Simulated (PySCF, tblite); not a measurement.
**C₆H₉NO₂Si: geometry, infrared bands and NMR shifts**

What infrared bands and NMR shifts should C₆H₉NO₂Si (`C=NC1=CCOC(=O)[SiH2]C1`) show?

The runs use tblite 0.8.0 and PySCF 2.14.0, with density-fitted response routines of our own; the level of theory stands in each step. All values are computed, except where a source is named. Atoms are numbered from 0 throughout.

## Step 1: The starting structure

19 atoms, charge 0, multiplicity 1; geometry from: force field or distance geometry start.

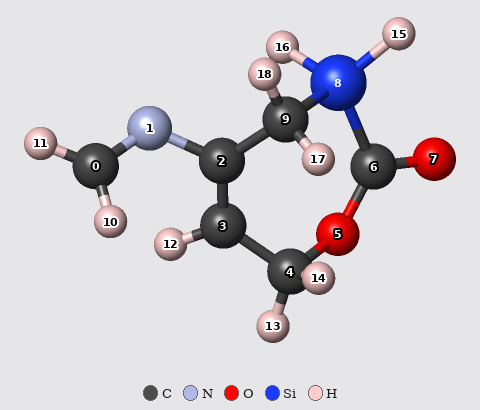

As it starts; carbon dark grey, nitrogen light blue, oxygen red, silicon blue, hydrogen pink, atoms numbered.

## Step 2: Relaxing the molecule with GFN2-xTB

Job settings and geometry (Å):

```
{"job": {"kind": "relax", "xc": "GFN2-xTB", "basis": "xTB"}, "charge": 0, "multiplicity": 1}
C      3.044000    -0.591900    -0.367800
N      1.830100    -1.024200    -0.578700
C      0.727200    -0.329200     0.019200
C      0.663700     0.971700    -0.310400
C     -0.369700     1.933000     0.158200
O     -1.630400     1.607900    -0.447100
C     -2.406800     0.465900    -0.361300
O     -3.635000     0.576400    -0.412400
Si    -1.767300    -1.276600    -0.153800
C     -0.212800    -1.115000     0.883000
H      3.114600     0.302400     0.244900
H      3.903800    -1.091800    -0.787600
H      1.454400     1.309800    -0.940600
H     -0.068000     2.969800    -0.139700
H     -0.429600     1.829700     1.260300
H     -2.759500    -2.147100     0.476500
H     -1.305300    -1.747800    -1.466600
H     -0.390000    -0.531200     1.794000
H      0.226900    -2.102400     1.122400
```

Launch:

```console
$ OMP_NUM_THREADS=1 python probes_run.py task.json out
```

One launch serves the whole session: the jobs run in the order shown.

Standard output:

```text
step      E/eV     max force
  0    -819.81249    3.510
  1    -820.02914    2.666
  2    -820.19182    0.842
  3    -820.29748    0.896
  4    -820.33651    0.679
  5    -820.35848    0.503
  6    -820.38014    0.472
  7    -820.40428    0.521
  8    -820.42183    0.380
  9    -820.43398    0.257
 10    -820.44660    0.330
 11    -820.46176    0.349
 12    -820.47393    0.288
 13    -820.48282    0.213
 14    -820.49064    0.218
 15    -820.49858    0.234
 16    -820.50535    0.217
 17    -820.51081    0.185
 18    -820.51529    0.185
 19    -820.51924    0.198
 20    -820.52276    0.164
 21    -820.52547    0.102
 22    -820.52795    0.123
 23    -820.53116    0.164
 24    -820.53545    0.200
 25    -820.54055    0.169
 26    -820.54552    0.160
 27    -820.54985    0.140
 28    -820.55414    0.216
 29    -820.55875    0.224
 30    -820.56278    0.135
 31    -820.56565    0.135
 32    -820.56793    0.111
 33    -820.57019    0.139
 34    -820.57266    0.120
 35    -820.57514    0.128
 36    -820.57748    0.145
 37    -820.58011    0.129
 38    -820.58358    0.141
 39    -820.58743    0.167
 40    -820.59058    0.165
 41    -820.59348    0.174
 42    -820.59673    0.145
 43    -820.60377    0.268
 44    -820.60842    0.307
 45    -820.61345    0.245
 46    -820.61588    0.124
 47    -820.61766    0.098
 48    -820.61964    0.093
 49    -820.62165    0.086
 50    -820.62310    0.155
 51    -820.62432    0.095
 52    -820.62562    0.084
 53    -820.62710    0.076
 54    -820.62866    0.101
 55    -820.63094    0.098
 56    -820.63290    0.105
 57    -820.63462    0.082
 58    -820.63587    0.078
 59    -820.63701    0.096
 60    -820.63808    0.101
 61    -820.63908    0.059
 62    -820.63975    0.052
 63    -820.64007    0.045
 64    -820.64054    0.037
 65    -820.64083    0.034
 66    -820.64110    0.033
 67    -820.64139    0.042
 68    -820.64182    0.045
 69    -820.64239    0.059
 70    -820.64305    0.062
 71    -820.64365    0.050
 72    -820.64412    0.042
 73    -820.64456    0.055
 74    -820.64503    0.057
 75    -820.64558    0.086
 76    -820.64621    0.055
 77    -820.64695    0.068
 78    -820.64768    0.058
 79    -820.64832    0.054
 80    -820.64887    0.045
 81    -820.64932    0.037
 82    -820.64961    0.041
 83    -820.64984    0.038
 84    -820.65008    0.038
 85    -820.65041    0.043
 86    -820.65078    0.040
 87    -820.65109    0.039
 88    -820.65129    0.038
 89    -820.65144    0.035
 90    -820.65158    0.031
 91    -820.65174    0.027
 92    -820.65189    0.039
 93    -820.65203    0.038
 94    -820.65213    0.029
 95    -820.65222    0.023
 96    -820.65228    0.018
 97    -820.65234    0.019
 98    -820.65241    0.021
 99    -820.65250    0.021
100    -820.65261    0.024
101    -820.65272    0.021
102    -820.65282    0.020
103    -820.65291    0.019
104    -820.65298    0.016
105    -820.65305    0.016
106    -820.65311    0.016
107    -820.65317    0.014
108    -820.65323    0.015
109    -820.65331    0.020
110    -820.65340    0.023
111    -820.65352    0.021
112    -820.65362    0.022
113    -820.65370    0.018
114    -820.65376    0.017
115    -820.65383    0.018
116    -820.65389    0.019
117    -820.65395    0.021
118    -820.65401    0.018
119    -820.65407    0.018
120    -820.65412    0.017
121    -820.65415    0.015
122    -820.65419    0.014
123    -820.65424    0.018
124    -820.65432    0.024
125    -820.65439    0.025
126    -820.65445    0.024
127    -820.65449    0.015
128    -820.65453    0.015
129    -820.65456    0.014
130    -820.65458    0.010
131    -820.65459    0.006
```

Wall time 2 s (1 thread of Arm Neoverse N1, shared host); peak memory 0.18 GiB.

Relaxation path: (not every step is listed)

```csv
step,energy from step 0 (eV),largest force (eV/Å)
0,0.0000,3.5105
1,-0.2166,2.6664
2,-0.3793,0.8421
3,-0.4850,0.8963
4,-0.5240,0.6790
5,-0.5460,0.5034
6,-0.5676,0.4716
7,-0.5918,0.5207
8,-0.6093,0.3801
19,-0.7067,0.1982
30,-0.7503,0.1347
41,-0.7810,0.1736
52,-0.8131,0.0842
63,-0.8276,0.0446
74,-0.8325,0.0573
85,-0.8379,0.0434
96,-0.8398,0.0181
107,-0.8407,0.0141
118,-0.8415,0.0178
126,-0.8420,0.0239
127,-0.8420,0.0154
128,-0.8420,0.0148
129,-0.8421,0.0136
130,-0.8421,0.0097
131,-0.8421,0.0059
```

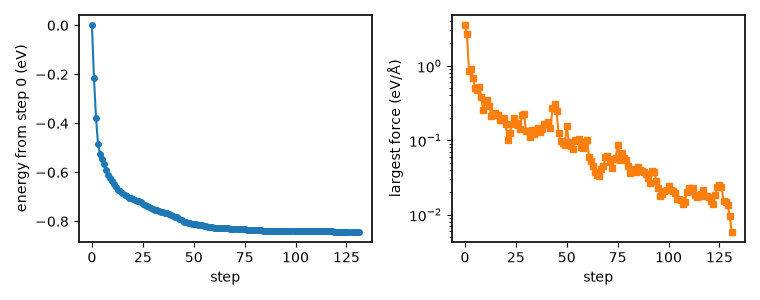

Energy and largest force along the relaxation.

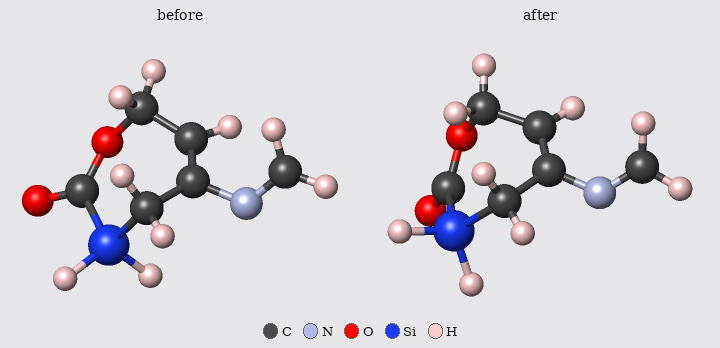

The geometry before (left) and after (right).

Distances of close pairs at the start and the end, largest changes first:

```csv
bond,before (Å),after (Å),change (Å)
C6–Si8,1.868,1.931,+0.063
N1–C2,1.434,1.377,-0.057
C0–N1,1.306,1.254,-0.052
O5–C6,1.384,1.338,-0.046
Si8–C9,1.876,1.916,+0.041
C4–H13,1.120,1.092,-0.028
C6–O7,1.234,1.208,-0.026
C9–H18,1.107,1.089,-0.018
```

The final coordinates are the input of the step that follows.

## Step 3: Harmonic vibrations with GFN2-xTB

Job settings and geometry (Å):

```
{"job": {"kind": "ir", "xc": "GFN2-xTB", "basis": "xTB"}, "charge": 0, "multiplicity": 1}
C      3.109761    -0.579391    -0.532624
N      1.907814    -0.936628    -0.534759
C      0.881407    -0.252732     0.077010
C      0.665217     1.054154    -0.129385
C     -0.571637     1.753534     0.340677
O     -1.631115     1.681969    -0.613598
C     -2.235876     0.510140    -0.837713
O     -3.118068     0.459304    -1.661945
Si    -1.815685    -1.130678     0.088873
C     -0.060122    -1.120774     0.856655
H      3.495898     0.283057     0.016403
H      3.819487    -1.168814    -1.095007
H      1.341590     1.621183    -0.751203
H     -0.384982     2.823718     0.454842
H     -0.919437     1.349256     1.299016
H     -2.799586    -1.274814     1.167970
H     -1.936390    -2.168940    -0.927864
H     -0.101221    -0.762735     1.887005
H      0.343142    -2.131558     0.888185
```

Standard output:

```text
mode    cm-1     km/mol
  1      44.5      3.70
  2      70.8      0.51
  3     123.3      8.71
  4     162.2      1.41
  5     208.7      5.24
  6     248.0      3.66
  7     281.5      3.67
  8     337.9     15.53
  9     358.8     15.09
 10     376.8     21.70
 11     415.7     29.70
 12     459.9      0.93
 13     508.8     12.17
 14     548.1     12.98
 15     618.0     11.64
 16     622.1     12.79
 17     646.2      3.53
 18     667.6     53.23
 19     720.5     76.66
 20     741.9    221.01
 21     764.7     77.61
 22     778.8     92.13
 23     803.4     14.51
 24     843.6     20.47
 25     972.1     32.41
 26     976.1     26.61
 27    1029.7     49.36
 28    1069.9      3.87
 29    1101.6     26.41
 30    1131.1     27.39
 31    1152.1    145.26
 32    1199.5     11.39
 33    1223.3     86.27
 34    1251.9     25.19
 35    1292.8     51.82
 36    1319.5     14.24
 37    1419.8      1.41
 38    1448.4      1.12
 39    1460.5      7.32
 40    1644.5     41.42
 41    1711.0    388.20
 42    1735.7     26.43
 43    2235.2    278.38
 44    2320.9    236.44
 45    2907.2     37.51
 46    2907.4     80.84
 47    2966.5     22.10
 48    2981.9     10.20
 49    3015.9     12.74
 50    3069.9     17.63
 51    3089.2     24.44
```

Wall time 1.5 s (1 thread of Arm Neoverse N1, shared host); peak memory 0.18 GiB.

Which atoms move in the most intense modes:

```csv
cm⁻¹,km/mol,atoms
742,221.0,"H16 46 %, H15 44 %"
779,92.1,"C9 31 %, H18 23 %, H17 12 %, Si8 12 %"
1152,145.3,"C6 28 %, O5 16 %, C4 11 %"
1223,86.3,"H14 30 %, H18 15 %"
1711,388.2,"C6 59 %, O7 41 %"
2235,278.4,H15 97 %
2321,236.4,H16 97 %
2907,80.8,H10 88 %
```

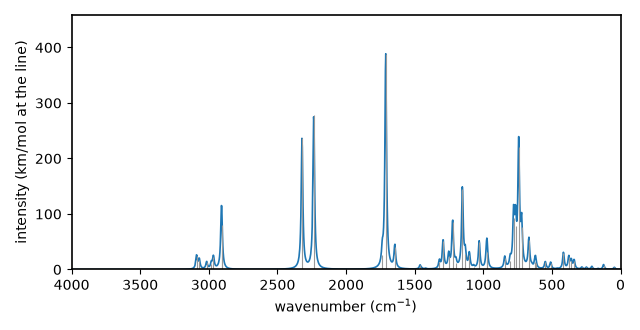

The infrared spectrum from these modes, unscaled. Lines are broadened to a width of 14 cm⁻¹ (Lorentzian).

## Step 4: Shielding tensors: PBE0/pcSseg-1

Settings changed since step 3:

```diff
@@ -1,2 +1,2 @@
-{"job": {"kind": "ir", "xc": "GFN2-xTB", "basis": "xTB"}, "charge": 0, "multiplicity": 1}
+{"job": {"kind": "nmr", "xc": "PBE0", "basis": "pcSseg-1"}, "charge": 0, "multiplicity": 1}
 C      3.109761    -0.579391    -0.532624
```

Level: GIAO PBE0/pcSseg-1 NMR shielding, non-relativistic, gas phase.

Standard output:

```text
coarse grid: 16960 points
cycle   1  E = -727.7685250224  dE =  1.696e+00  |g| = 9.239e-01  |ddm| = 4.111e+00
cycle   2  E = -727.2628181362  dE =  5.057e-01  |g| = 1.840e+00  |ddm| = 2.055e+00
cycle   3  E = -727.9164682414  dE = -6.537e-01  |g| = 3.326e-01  |ddm| = 1.607e+00
cycle   4  E = -727.9363386170  dE = -1.987e-02  |g| = 1.209e-01  |ddm| = 2.986e-01
cycle   5  E = -727.9388104207  dE = -2.472e-03  |g| = 3.216e-02  |ddm| = 9.407e-02
cycle   6  E = -727.9390419481  dE = -2.315e-04  |g| = 8.112e-03  |ddm| = 3.317e-02
cycle   7  E = -727.9390548516  dE = -1.290e-05  |g| = 3.249e-03  |ddm| = 8.612e-03
cycle   8  E = -727.9390570985  dE = -2.247e-06  |g| = 1.208e-03  |ddm| = 3.301e-03
final grid: 160936 points
cycle   9  E = -728.0188039734  dE = -4.740e-05  |g| = 1.372e-02  |ddm| = 4.188e-02
cycle  10  E = -728.0187470651  dE =  5.691e-05  |g| = 2.229e-02  |ddm| = 2.303e-02
cycle  11  E = -728.0188379231  dE = -9.086e-05  |g| = 3.417e-03  |ddm| = 1.527e-02
cycle  12  E = -728.0188400946  dE = -2.172e-06  |g| = 7.805e-04  |ddm| = 2.516e-03
cycle  13  E = -728.0188401968  dE = -1.022e-07  |g| = 2.124e-04  |ddm| = 6.770e-04
cycle  14  E = -728.0188402060  dE = -9.149e-09  |g| = 5.374e-05  |ddm| = 2.037e-04
cycle  15  E = -728.0188402064  dE = -4.202e-10  |g| = 3.233e-05  |ddm| = 7.017e-05
cycle  16  E = -728.0188402066  dE = -2.374e-10  |g| = 6.982e-06  |ddm| = 3.252e-05
converged SCF energy = -728.0188402066

GIAO shielding tensors (ppm)
atom      isotropic    diamagn.    paramagn.     s11        s22        s33       span
  0 C       37.433     255.236    -217.803    -43.042     25.991    129.350    172.392
  1 N     -143.500     331.478    -474.978   -453.605   -180.490    203.594    657.199
  2 C       21.584     257.426    -235.843    -79.696     25.304    119.143    198.838
  3 C       78.991     258.638    -179.648      5.232     78.222    153.518    148.286
  4 C      122.826     250.049    -127.224     94.472    113.508    160.497     66.026
  5 O       66.864     398.390    -331.526   -178.155    160.051    218.696    396.851
  6 C       -0.436     251.458    -251.894    -95.046     28.897     64.841    159.887
  7 O     -236.335     396.220    -632.555   -646.461   -296.792    234.249    880.709
  8 Si     410.145     879.157    -469.012    367.072    407.270    456.095     89.023
  9 C      168.808     253.356     -84.549    155.411    165.303    185.709     30.298
 10 H       24.138      31.310      -7.172     21.539     24.095     26.780      5.241
 11 H       24.726      28.661      -3.935     22.845     24.628     26.706      3.861
 12 H       26.496      34.609      -8.113     23.071     27.774     28.643      5.572
 13 H       27.040      29.509      -2.470     22.821     26.255     32.042      9.221
 14 H       27.038      32.134      -5.097     24.909     26.364     29.839      4.930
 15 H       27.020      27.757      -0.738     24.057     25.084     31.917      7.860
 16 H       27.239      28.595      -1.356     23.284     26.054     32.378      9.094
 17 H       29.558      31.384      -1.826     25.710     27.719     35.244      9.534
 18 H       29.803      30.817      -1.013     25.952     27.826     35.632      9.680
```

Run time: 90 s. Hardware: 1 thread of Arm Neoverse N1, shared host; peak memory 0.98 GiB.

The references, computed at this level on geometries of the same kind, shield at (ppm): 1H TMS 31.72, 13C TMS 186.9, 29Si TMS 349.2, 15N NH3 267.7, 17O H2O 336.1. Their shielding less the atom's gives the shift. The references are single molecules in the gas phase, so shifts against H2O, NH3, PH3, H3PO4 or CFCl3 are not on the usual liquid scales and can be off by tens of ppm. Atoms listed in one row are averaged.

```csv
atoms,environment,σ (ppm),δ (ppm),δ scaled to CDCl3
C6,carbonyl carbon,-0.4,187.4,180.9
C2,fully substituted alkene carbon,21.6,165.3,159.5
C0,C=N carbon,37.4,149.5,144.0
C3,alkene CH,79.0,107.9,103.4
C4,allylic sp3 CH2 bonded to O,122.8,64.1,60.6
C9,allylic sp3 CH2 bonded to Si,168.8,18.1,15.8
H10,hydrogen on a C=N carbon,24.14,7.58,7.25
H11,hydrogen on a C=N carbon,24.73,6.99,6.70
H12,hydrogen on an alkene CH,26.50,5.22,5.03
"H13, H14",hydrogen on an allylic sp3 CH2 bonded to O,27.04,4.68,4.52
"H15, H16","hydrogen on a silicon bonded to 2 C, in a 7-membered ring",27.13,4.59,–
"H17, H18",hydrogen on an allylic sp3 CH2 bonded to Si,29.68,2.04,2.03
N1,imine nitrogen,-143.5,411.2,–
O7,ester carbonyl oxygen,-236.3,572.4,–
O5,ester alkoxy oxygen,66.9,269.2,–
Si8,"silicon bonded to 2 C, 2 H, in a 7-membered ring",410.1,-61.0,–
```

The scaled column applies a straight-line fit of computed shieldings to shifts measured in CDCl3 (root-mean-square error 0.16 ppm for H, 1.9 ppm for C).

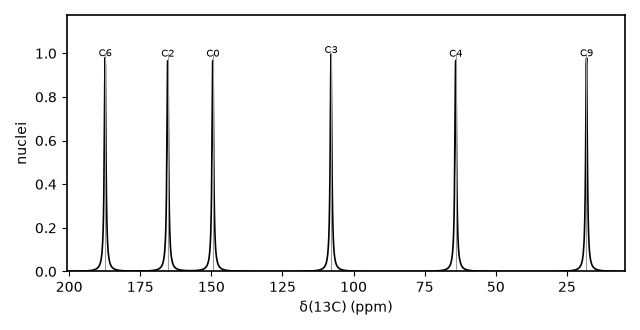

13C lines at the computed shifts, without couplings. Lines are broadened to a width of 0.68 ppm (Lorentzian).

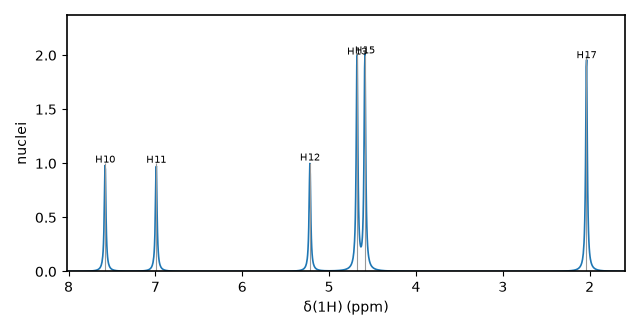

1H lines at the computed shifts, without couplings. Lines are broadened to a width of 0.02 ppm (Lorentzian).

The run also stored atomic charges by several schemes (e):

```csv
atoms,Mulliken,IAO,Hirshfeld,ESP fit
C0,0.03,-0.11,0.02,0.19
N1,-0.38,-0.23,-0.12,-0.49
C2,-0.02,0.13,0.05,0.33
C3,-0.15,-0.25,-0.09,-0.34
C4,0.08,-0.07,0.01,-0.09
O5,-0.41,-0.32,-0.11,-0.31
C6,0.24,0.28,0.11,0.55
O7,-0.37,-0.42,-0.26,-0.50
Si8,0.63,0.69,0.34,0.37
C9,-0.47,-0.56,-0.16,-0.36
```

Mulliken charges:

C0 0.03; N1 -0.38; C2 -0.02; C3 -0.15; C4 0.08; O5 -0.41; C6 0.24; O7 -0.37; Si8 0.63; C9 -0.47; H10 0.10; H11 0.13; H12 0.10; H13 0.14; H14 0.13; H15 -0.06; H16 -0.04; H17 0.17; H18 0.16

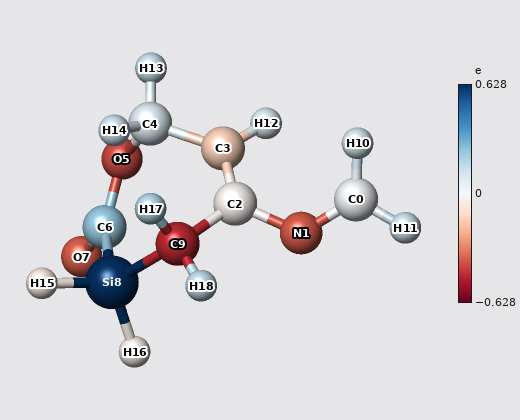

Mulliken charges, as colours on the atoms.

Mayer bond orders: C0–N1 1.92, N1–C2 1.08, C2–C3 1.74, C3–C4 1.07, C4–O5 0.85, O5–C6 1.05, C6–O7 1.92, C6–Si8 0.84, Si8–C9 0.85, C9–C2 1.02.

Ring of atoms C2, C3, C4, O5, C6, Si8, C9: NICS(0) -0.7, NICS(1) -2.7, NICS(1)zz 1.0 ppm (means of both faces).

## Step 5: Results

| quantity | value |
| --- | --- |
| strongest single infrared mode (GFN2-xTB) | 1711 cm⁻¹, 388 km/mol |
| zero-point energy (GFN2-xTB) | 85.8 kcal/mol |
| 13C shifts against TMS (PBE0/pcSseg-1) | 187.4, 165.3, 149.5, 107.9, 64.1, 18.1 ppm |
| 1H shifts against TMS (PBE0/pcSseg-1, means over atoms taken as alike) | 7.58, 6.99, 5.22, 4.68, 4.59, 2.04 ppm |
| 15N shifts against NH3 (PBE0/pcSseg-1) | 411.2 ppm |
| 17O shifts against H2O (PBE0/pcSseg-1) | 572.4, 269.2 ppm |
| 29Si shifts against TMS (PBE0/pcSseg-1) | -61.0 ppm |

What this shows: Relaxing lowered the energy by 0.842 eV in 131 steps; the close pair that moved most is C6–Si8, from 1.868 to 1.931 Å. All 51 modes are real, so the xTB geometry is a minimum. The strongest single mode, at 1711 cm⁻¹, moves mainly C6 and O7. Unscaled tight-binding wavenumbers are off by several per cent, some by more. Its intensities can rank the bands wrongly. At PBE0/pcSseg-1: The widest tensor belongs to O7: span 881 ppm, with a paramagnetic part of -633 ppm.
